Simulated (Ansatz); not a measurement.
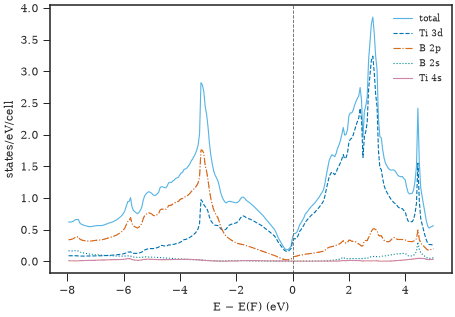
*Total and projected density of states of TiB2 in space group P6/mmm (No. 191; Ti on 1a, B on 2d), PBE in the plane-wave PAW code Ansatz*

Problem. Which orbitals carry the states next to the Fermi level?

Solution. Within 0.5 eV of the Fermi level: Ti 3d 83 %, B 2p 16 %. Projections are on Löwdin-orthogonalised atomic valence shells; empty p or d shells of many metals are not among them.

Problem. Where is the tallest occupied peak in this window, and what makes it?

Solution. Near -3.2 eV, about 2.8 states/eV per cell; the largest projected share is B 2p.

The cell was relaxed with PBE under the symmetry of its start. The run is not spin-polarised.

Potentials: the later of the program's two PAW sets.
